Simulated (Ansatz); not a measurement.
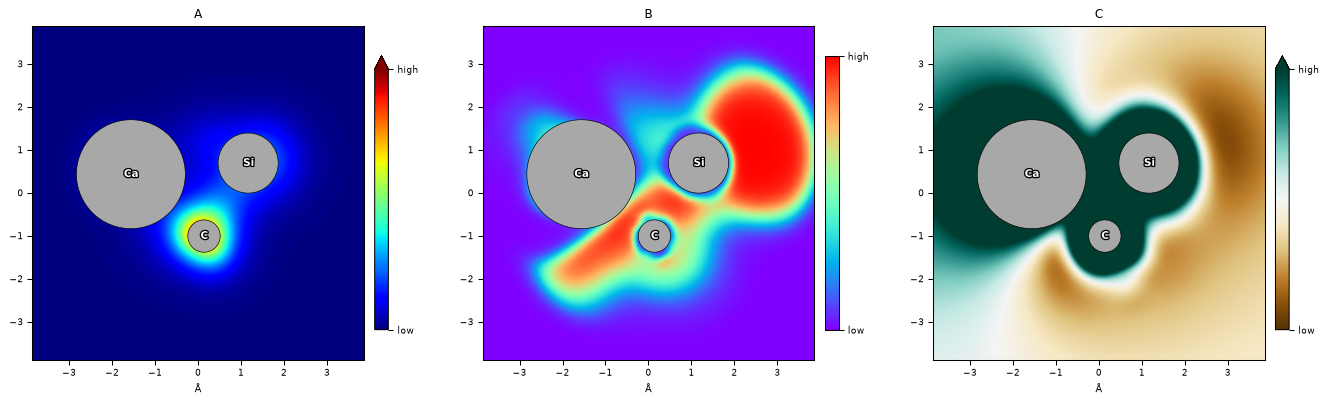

CH4CaSi: 3 fields on the plane of atoms C1, Ca2 and Si3, with unlabelled colour scales. Grey discs cover the atomic cores.

Geometry: PBE0-D3(BJ)/def2-SVP.

Method: Ansatz 0.2.0, isolated molecule in a Gaussian basis; Kohn-Sham density functional theory, functional PBE0.

```xyz
7

C    -0.2263    0.8873   -0.3778
Ca    0.8497    0.7296   -2.3236
Si   -1.6093    1.6725   -1.5655
H     0.0172    1.6353    0.4019
H    -0.6792    0.0236    0.1473
H    -0.4680    2.5027   -2.3805
H    -1.3201    0.5307   -2.6919
```

Which field does each panel show? The fields are: electron density, electron localisation function and electrostatic potential.

Answer. Panel A: electron density. Panel B: electron localisation function. Panel C: electrostatic potential (strongly positive close to the atoms, with negative regions outside electron-rich atoms). From the grid: C–Si (1.98 Å): ρ is about 0.77 e/Å³ halfway; the ELF peaks at about 0.90 between the atoms (a shared electron pair). C–Ca (2.23 Å): ρ is about 0.49 e/Å³ halfway; the ELF peaks at about 0.90 in the valence shell of C, 0.7 Å from its nucleus, and is about 0.30 at the midpoint.
